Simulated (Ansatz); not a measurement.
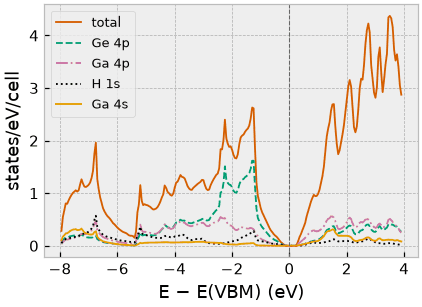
Figure: Total and projected density of states of CaGaGeH in space group P3m1 (No. 156; Ca on 1b, Ga on 1a, Ge on 1c, H on 1a), the program Ansatz at the LDA level (PAW)

Which orbitals carry the states next to the gap?

Top 1 eV of the valence band: Ge 4p 55 %, Ga 4p 17 %, H 1s 15 %, outside the projected shells 8 %. Bottom 1 eV of the conduction band: Ga 4p 30 %, Ge 4p 11 %, Ga 4s 10 %, Ge 4s 8 %, H 1s 5 %, outside the projected shells 32 %. Projections are on Löwdin-orthogonalised atomic valence shells; empty p or d shells of many metals are not among them.

Where is the tallest occupied peak in this window, and what makes it?

Near -1.3 eV, about 2.6 states/eV per cell; the largest projected share is Ge 4p.

The first step of the workflow began from a Materials Project structure, measured or hypothetical; the Crystallography Open Database files this formula in space group No. 156, but the cells were not matched. Its standing as an ambient phase is unchecked. The cell was relaxed with LDA under the symmetry of its start; of distortions, only those at the zone centre were tested. Spin–orbit coupling is left out wherever it is not named.

Potentials: the later of the program's two PAW sets.
